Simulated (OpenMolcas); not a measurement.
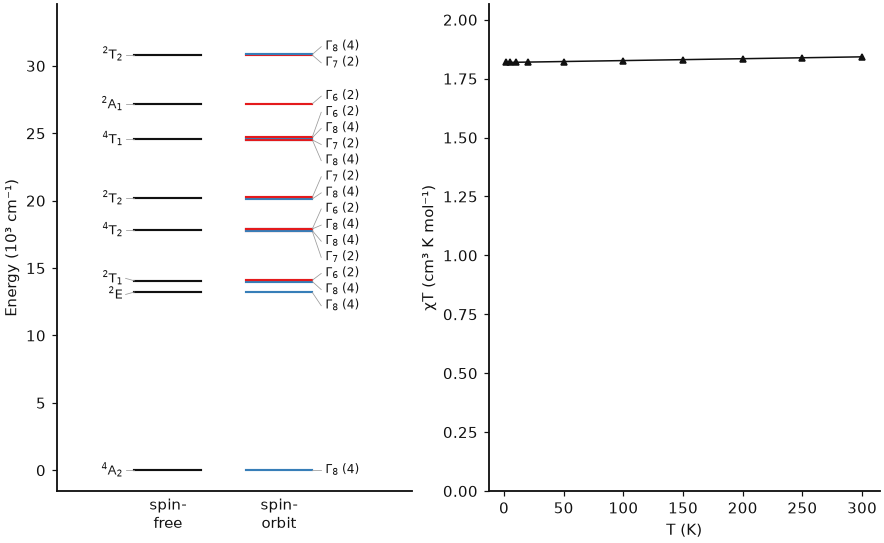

Levels of a 3d ion of charge +3 as a dopant in MgO, a cluster with its 6 nearest O²⁻ at 2.078 Å (octahedron) embedded in model potentials and point charges; the geometry was set, not optimised. Labels give the representation in O, Td, D4 or D3 as the site allows (double group for half-integer spin) where it could be assigned and, in brackets, the degeneracy; spin-free states, where drawn, share the zero of the spin-orbit levels. Computed with OpenMolcas: state-averaged SS-CASPT2, IPEA shift 0.25, imaginary shift 0.1 hartree, the open shell active, basis ANO-RCC-VDZP on all atoms, DKH2 scalar Hamiltonian, spin-orbit coupling by RASSI with atomic mean-field integrals. Powder susceptibility by Van Vleck's formula.

> Which ion is the dopant?

Cr³⁺ (3d³). The ground level is Γ₈, 4-fold degenerate, 100 % from states of spin multiplicity 4. The next level lies at 13,200 cm⁻¹ (Γ₈). The lowest spin-free state is ⁴A₂; of the same spin there follow at 17,800 cm⁻¹ (⁴T₂) and 24,600 cm⁻¹ (⁴T₁) above it. χT is 1.82 cm³ K mol⁻¹ at 2 K and 1.84 at 300 K, an effective moment of 3.84 μB.

Known limits: the geometry is set by hand, with no relaxation and no charge compensation.
